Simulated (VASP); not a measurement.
Band structure of Pt (fcc). Method: PBE GGA, VASP's PBE PAW potentials (set 64) (plane waves; VASP 6.6.1).

Unless said otherwise, spin-orbit coupling is left out, though it shifts the bands of the heavy elements here.

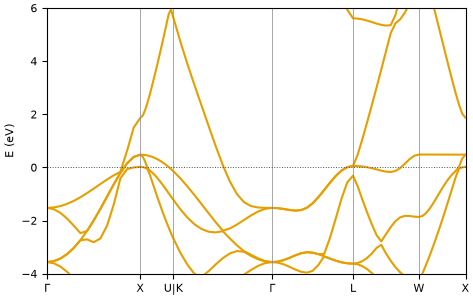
Figure: Bands along high-symmetry lines, zero at the valence-band maximum or, without a gap, the Fermi level

Question: Read the plot: is there a gap, and where are the band edges?

Answer: It has no gap at this level: it comes out as a metal or semimetal. (Edges off the drawn lines would not show.)

The compound is Pt in the fcc structure. It was relaxed first.
